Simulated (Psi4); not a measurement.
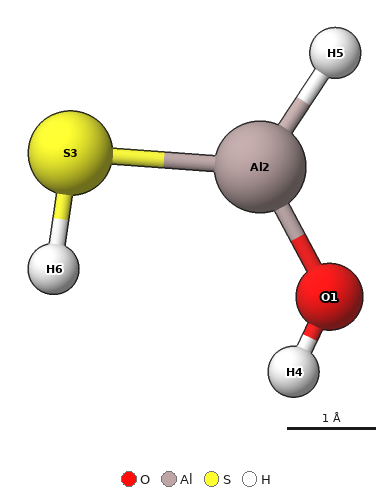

**Figure 1.** The structure as given in the input (ball-and-stick view, seen on its broad side; atoms are numbered from 1 in the order of the input). Sticks mark near contacts. Bond lengths as drawn: Al–H 1.57 Å, Al–O 1.69 Å, Al–S 2.19 Å, H–O 0.95 Å and H–S 1.34 Å.

## Single-point calculation, with input and output: AlH$_{3}$SO

AlH$_{3}$SO, SMILES [OH][AlH][SH], computed with MP2/def2-TZVPD, RHF (Psi4 1.11).

The geometry comes from this level: PBE0-D4/def2-TZVP.

The program's output:
```
=> Loading Basis Set <=

    Name: DEF2-TZVPD
    Role: ORBITAL
    Keyword: BASIS

         ---------------------------------------------------------
                                   SCF
                              RHF Reference
                        1 Threads,   1525 MiB Core
         ---------------------------------------------------------

  ==> Geometry <==

    Molecular point group: c1
    Full point group: C1

    Geometry (in Angstrom), charge = 0, multiplicity = 1:

       Center              X                  Y                   Z               Mass
    ------------   -----------------  -----------------  -----------------  -----------------
         O           -1.473019324738    -0.711540324663    -1.091560762845    15.994914619570
         AL          -0.097019324738     0.210359675337    -0.757560762845    26.981538530000
         S            0.864080675262     0.205259675337     1.205639237155    31.972071174400
         H           -1.928519324738    -1.286240324663    -0.480260762845     1.007825032230
         H            0.504580675262     1.095959675337    -1.904660762845     1.007825032230
         H           -0.012719324738    -0.660440324663     1.742739237155     1.007825032230

  Running in c1 symmetry.

  Rotational constants: A =      0.77369  B =      0.11791  C =      0.10232 [cm^-1]
  Rotational constants: A =  23194.55753  B =   3534.87121  C =   3067.39740 [MHz]
  Nuclear repulsion =  131.686377877149908

  Charge       = 0
  Multiplicity = 1
  Electrons    = 40
  Nalpha       = 20
  Nbeta        = 20

  ==> Algorithm <==

  SCF Algorithm Type is DF.
  DIIS enabled.
  MOM disabled.
  Fractional occupation disabled.
  Guess Type is SAD.
  Energy threshold   = 1.00e-08
  Density threshold  = 1.00e-08
  Integral threshold = 1.00e-12

  ==> Primary Basis <==

  Basis Set: DEF2-TZVPD
    Blend: DEF2-TZVPD
    Number of shells: 60
    Number of basis functions: 156
    Number of Cartesian functions: 174
    Spherical Harmonics?: true
    Max angular momentum: 3

   => Loading Basis Set <=

    Name: DEF2-UNIVERSAL-JFIT
    Role: JKFIT
    Keyword: DF_BASIS_SCF

  ==> Integral Setup <==

  DFHelper Memory: AOs need 0.038 GiB; user supplied 1.118 GiB.
  SCF_SUBTYPE=INCORE selected. In-core MEM_DF algorithm will be used.
  Using in-core AOs.

  ==> MemDFJK: Density-Fitted J/K Matrices <==

    J tasked:                   Yes
    K tasked:                   Yes
    wK tasked:                   No
    Memory [MiB]:              1144
    Algorithm:                 Core
    Schwarz Cutoff:           1E-12
    Mask sparsity (%):       1.9724
    Fitting Condition:        1E-10

   => Auxiliary Basis Set <=

  Basis Set: DEF2-UNIVERSAL-JFIT
    Blend: DEF2-UNIVERSAL-JFIT
    Number of shells: 64
    Number of basis functions: 184
    Number of Cartesian functions: 223
    Spherical Harmonics?: true
    Max angular momentum: 4

  Minimum eigenvalue in the overlap matrix is 1.5962042068E-04.
  Reciprocal condition number of the overlap matrix is 1.9997325482E-05.
    Using symmetric orthogonalization.

  ==> Pre-Iterations <==

  SCF Guess: Superposition of Atomic Densities via on-the-fly atomic UHF (no occupation information).

   -------------------------
    Irrep   Nso     Nmo
   -------------------------
     A        156     156
   -------------------------
    Total     156     156
   -------------------------

  ==> Iterations <==

                           Total Energy        Delta E     RMS |[F,P]|

   @DF-RHF iter SAD:  -711.93535272185363   -7.11935e+02   0.00000e+00
   @DF-RHF iter   1:  -712.73060846401120   -7.95256e-01   3.53266e-03 ADIIS/DIIS
   @DF-RHF iter   2:  -712.80403297867394   -7.34245e-02   2.52596e-03 ADIIS/DIIS
   @DF-RHF iter   3:  -712.85574811852678   -5.17151e-02   2.20326e-04 ADIIS/DIIS
   @DF-RHF iter   4:  -712.85692795891509   -1.17984e-03   8.00683e-05 DIIS
   @DF-RHF iter   5:  -712.85708997180564   -1.62013e-04   2.29632e-05 DIIS
   @DF-RHF iter   6:  -712.85711175192262   -2.17801e-05   5.63628e-06 DIIS
   @DF-RHF iter   7:  -712.85711317720325   -1.42528e-06   1.22921e-06 DIIS
   @DF-RHF iter   8:  -712.85711323523958   -5.80363e-08   3.16650e-07 DIIS
   @DF-RHF iter   9:  -712.85711323792884   -2.68926e-09   8.73604e-08 DIIS
   @DF-RHF iter  10:  -712.85711323823443   -3.05590e-10   2.06474e-08 DIIS
   @DF-RHF iter  11:  -712.85711323825353   -1.90994e-11   5.52232e-09 DIIS
  Energy and wave function converged.

  ==> Post-Iterations <==

    Orbital Energies [Eh]
    ---------------------

    Doubly Occupied:

       1A    -92.025457     2A    -58.556592     3A    -20.547590
       4A     -8.643737     5A     -6.266055     6A     -6.261652
       7A     -6.237678     8A     -4.870800     9A     -3.010134
      10A     -2.999874    11A     -2.992247    12A     -1.315024
      13A     -0.954281    14A     -0.698574    15A     -0.563637
      16A     -0.543965    17A     -0.511721    18A     -0.483553
      19A     -0.425822    20A     -0.385654

    Virtual:

      21A      0.036998    22A      0.062511    23A      0.063180
      24A      0.067769    25A      0.088989    26A      0.092657
      27A      0.097960    28A      0.104705    29A      0.126578
      30A      0.137543    31A      0.148869    32A      0.150678
      33A      0.175083    34A      0.183792    35A      0.198277
      36A      0.206148    37A      0.213965    38A      0.240955
      39A      0.248216    40A      0.250193    41A      0.262621
      42A      0.270682    43A      0.281558    44A      0.296128
      45A      0.305498    46A      0.323096    47A      0.344815
      48A      0.348308    49A      0.370378    50A      0.371702
      51A      0.372746    52A      0.399984    53A      0.409473
      54A      0.412907    55A      0.436734    56A      0.444774
      57A      0.451000    58A      0.463210    59A      0.482161
      60A      0.497442    61A      0.508071    62A      0.578420
      63A      0.579407    64A      0.615288    65A      0.639880
      66A      0.641242    67A      0.673205    68A      0.685185
      69A      0.695631    70A      0.702708    71A      0.717039
      72A      0.728294    73A      0.756909    74A      0.793612
      75A      0.810452    76A      0.850647    77A      0.910634
      78A      0.916552    79A      0.965909    80A      0.995637
      81A      1.002071    82A      1.006210    83A      1.042462
      84A      1.045365    85A      1.058416    86A      1.092265
      87A      1.113073    88A      1.169573    89A      1.175595
      90A      1.203652    91A      1.229766    92A      1.279404
      93A      1.288113    94A      1.330427    95A      1.374933
      96A      1.468960    97A      1.710845    98A      1.832203
      99A      1.887804   100A      1.919973   101A      1.953925
     102A      1.958165   103A      1.980516   104A      1.981293
     105A      1.991458   106A      2.022063   107A      2.107022
     108A      2.111819   109A      2.140822   110A      2.154170
     111A      2.175287   112A      2.218683   113A      2.297373
     114A      2.300709   115A      2.308525   116A      2.389238
     117A      2.442567   118A      2.449764   119A      2.491476
     120A      2.493172   121A      2.539130   122A      2.664318
     123A      2.676262   124A      2.720413   125A      2.854544
     126A      2.937240   127A      3.024752   128A      3.100039
     129A      3.229165   130A      3.246965   131A      3.319294
     132A      3.342103   133A      3.492451   134A      3.906032
     135A      4.325537   136A      5.610022   137A      5.635455
     138A      5.685163   139A      5.710204   140A      5.914894
     141A      5.954330   142A      6.822443   143A      7.024602
     144A      7.092458   145A      7.128033   146A      7.347890
     147A      7.646452   148A      8.472958   149A      9.786477
     150A      9.920180   151A     10.095288   152A     10.101219
     153A     10.348452   154A     10.571025   155A     19.955913
     156A     45.503611

    Final Occupation by Irrep:
              A
    DOCC [    20 ]
    NA   [    20 ]
    NB   [    20 ]

  @DF-RHF Final Energy:  -712.85711323825353

   => Energetics <=

    Nuclear Repulsion Energy =            131.6863778771499085
    One-Electron Energy =               -1252.4988874125670009
    Two-Electron Energy =                 407.9553962971635883
    Total Energy =                       -712.8571132382535325

Computation Completed

Properties will be evaluated at   0.000000,   0.000000,   0.000000 [a0]

Properties computed using the SCF density matrix

 Multipole Moments:

 ------------------------------------------------------------------------------------
     Multipole            Electronic (a.u.)      Nuclear  (a.u.)        Total (a.u.)
 ------------------------------------------------------------------------------------

 L = 1.  Multiply by 2.5417464519 to convert [e a0] to [Debye]
 Dipole X            :          0.9039285           -1.2411211           -0.3371926
 Dipole Y            :          0.6147793           -0.9906190           -0.3758397
 Dipole Z            :          0.1987182            0.1271209            0.3258391
 Magnitude           :                                                    0.6009371

 ------------------------------------------------------------------------------------

	total time  =          0 seconds =       0.00 minutes

  //>>>>>>>>>>>>>>>>>>>>>>>>>>>>>>>>>>>//
  //               DFMP2               //
  //<<<<<<<<<<<<<<<<<<<<<<<<<<<<<<<<<<<//

   => Loading Basis Set <=

    Name: (DEF2-TZVPD AUX)
    Role: RIFIT
    Keyword: DF_BASIS_MP2

	 --------------------------------------------------------
	                          DF-MP2
	      2nd-Order Density-Fitted Moller-Plesset Theory
	              RMP2 Wavefunction,   1 Threads

	 --------------------------------------------------------

   => Auxiliary Basis Set <=

  Basis Set: (DEF2-TZVPD AUX)
    Blend: DEF2-TZVPD-RI
    Number of shells: 122
    Number of basis functions: 422
    Number of Cartesian functions: 525
    Spherical Harmonics?: true
    Max angular momentum: 4

	 --------------------------------------------------------
	                 NBF =   156, NAUX =   422
	 --------------------------------------------------------
	   CLASS    FOCC     OCC    AOCC    AVIR     VIR    FVIR
	   PAIRS      11      20       9     136     136       0
	 --------------------------------------------------------

	-----------------------------------------------------------
	 ==================> DF-MP2 Energies <====================
	-----------------------------------------------------------
	 Reference Energy          =    -712.8571132382535325 [Eh]
	 Singles Energy            =      -0.0000000000000000 [Eh]
	 Same-Spin Energy          =      -0.1155796466056915 [Eh]
	 Opposite-Spin Energy      =      -0.3733184163586805 [Eh]
	 Correlation Energy        =      -0.4888980629643720 [Eh]
	 Total Energy              =    -713.3460113012179136 [Eh]
	-----------------------------------------------------------
	 ================> DF-SCS-MP2 Energies <==================
	-----------------------------------------------------------
	 SCS Same-Spin Scale       =       0.3333333333333333 [-]
	 SCS Opposite-Spin Scale   =       1.2000000000000000 [-]
	 SCS Same-Spin Energy      =      -0.0385265488685638 [Eh]
	 SCS Opposite-Spin Energy  =      -0.4479820996304166 [Eh]
	 SCS Correlation Energy    =      -0.4865086484989805 [Eh]
	 SCS Total Energy          =    -713.3436218867525440 [Eh]
	-----------------------------------------------------------

	total time  =          1 seconds =       0.02 minutes
```

Standard output:
```
E = -713.346011301
CURRENT CORRELATION ENERGY                         -0.4888980630
CURRENT ENERGY                                   -713.3460113012
CURRENT REFERENCE ENERGY                         -712.8571132383
CUSTOM SCS-MP2 CORRELATION ENERGY                  -0.4865086485
CUSTOM SCS-MP2 TOTAL ENERGY                      -713.3436218868
DD SOLVATION ENERGY                                 0.0000000000
HF KINETIC ENERGY                                 711.1572862496
HF POTENTIAL ENERGY                             -1424.0143994878
HF TOTAL ENERGY                                  -712.8571132383
HF VIRIAL RATIO                                     2.0023902265
MP2 CORRELATION ENERGY                             -0.4888980630
MP2 DOUBLES ENERGY                                 -0.4888980630
MP2 OPPOSITE-SPIN CORRELATION ENERGY               -0.3733184164
MP2 SAME-SPIN CORRELATION ENERGY                   -0.1155796466
MP2 SINGLES ENERGY                                 -0.0000000000
MP2 TOTAL ENERGY                                 -713.3460113012
NUCLEAR REPULSION ENERGY                          131.6863778771
ONE-ELECTRON ENERGY                             -1252.4988874126
PCM POLARIZATION ENERGY                             0.0000000000
PE ENERGY                                           0.0000000000
SCF ITERATION ENERGY                             -712.8571132383
SCF ITERATIONS                                     11.0000000000
SCF TOTAL ENERGY                                 -712.8571132383
SCS-MP2 CORRELATION ENERGY                         -0.4865086485
SCS-MP2 TOTAL ENERGY                             -713.3436218868
TWO-ELECTRON ENERGY                               407.9553962972
```

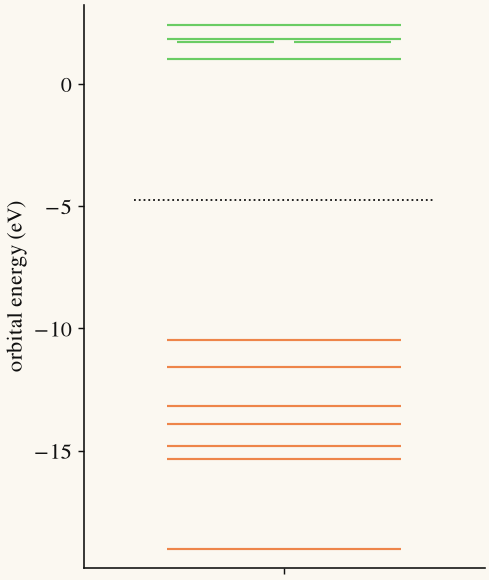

**Figure 2.** Orbital energies near the frontier (SCF reference); the dotted line parts filled from empty levels, and levels within 0.02 eV of each other stand side by side. Highest filled −10.49 eV, lowest empty 1.01 eV, 11.50 eV apart.

This output came from the following input.

Input file (run.py):
```python
import psi4

psi4.set_memory(1600000000)
psi4.set_num_threads(1)
psi4.core.set_output_file('psi4.out', False)

molecule = psi4.geometry("""
0 1
O     -1.108900    -0.531100    -0.885000
Al     0.267100     0.390800    -0.551000
S      1.228200     0.385700     1.412200
H     -1.564400    -1.105800    -0.273700
H      0.868700     1.276400    -1.698100
H      0.351400    -0.480000     1.949300
units angstrom
symmetry c1
""")

psi4.set_options({
    'basis': 'def2-TZVPD',
    'puream': True,
    'scf_type': 'df',
    'num_frozen_docc': 11,
    'df_basis_scf': 'def2-universal-jfit',
})

result, w = psi4.energy("mp2", return_wfn=True)
print('E =', round(result, 9))
for k, v in sorted(psi4.core.scalar_variables().items()):
    print(f'{k:45s} {v:18.10f}')
```

Run as:
```bash
python run.py
```

Results in brief:

| quantity | value |
| --- | --- |
| outcome | converged |
| total energy | −713.346011 hartree |
| SCF energy | −712.857113 hartree |
| MP2 energy | −713.346011 hartree |
| correlation energy | −0.488898 hartree |
| basis functions | 156 |
| HOMO of the SCF reference | −10.49 eV |
| LUMO of the SCF reference | 1.01 eV |
| hardware | 1 thread of Intel Xeon (Granite Rapids), 64 GiB of memory available, shared host |
| wall time | 2 s |
| peak memory | 0.28 GiB |

These settings are looser than, or depart from, a standard set-up, so the numbers are not reference values for this system. The record of the run, not the program, notes: Coulomb fitting set used for exchange.
